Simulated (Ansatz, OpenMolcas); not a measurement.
**A ladder of methods for C2H5AlN2 (SMILES C#[C][Al]([NH2])[NH2])**

C2H5AlN2: 10 atoms, total charge 0, spin state singlet. As SMILES, `C#[C][Al]([NH2])[NH2]`. Geometry: relaxed at PBE0-D4/def2-TZVP.

```tsv
atom	x (Å)	y (Å)	z (Å)
C	-2.3681	1.2211	0.8733
C	-1.3459	0.6936	0.4978
Al	0.2657	-0.1380	-0.0942
N	0.2476	-1.8611	-0.4670
N	1.7224	0.8429	-0.2499
H	-3.2691	1.6860	1.2042
H	1.0274	-2.4108	-0.7859
H	-0.5748	-2.4352	-0.3837
H	1.7500	1.8271	-0.0413
H	2.6277	0.5234	-0.5503
```

Quantity: the energy change with the N4–H7 bond stretched from 1.006 to 2.213 Å, in eV. The values are calculated.

```tsv
level	kind	program	value (eV)	CPU time (all runs)
HF/def2-SVP (restricted)	Hartree–Fock	Ansatz	6.58	6.1 s
SVWN5/def2-SVP (restricted)	LDA	Ansatz	5.22	10 s
M06-L/def2-SVP (restricted)	meta-GGA	OpenMolcas	5.44	74 s
TPSS/def2-SVP (restricted)	meta-GGA	OpenMolcas	5.17	82 s
M06-2X/def2-SVP (restricted)	hybrid meta-GGA	OpenMolcas	5.84	64 s
PBE0/def2-SVP (restricted)	global hybrid	Ansatz	5.66	16 s
B2PLYP/def2-SVP (restricted)	double hybrid	OpenMolcas	5.44	42 s
RPA@PBE0/def2-SVP (restricted)	RPA	Ansatz	5.36	51 s
```

The first shape isn't each level's own minimum. The values span 5.17 to 6.58 eV. CPU times are rough (shared hosts, several kinds of processor and program).

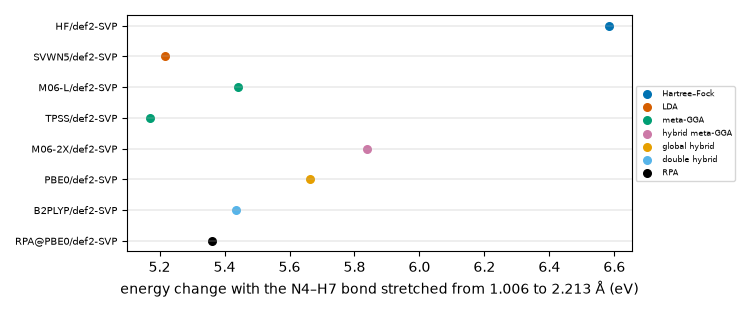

The values of the table, level by level.
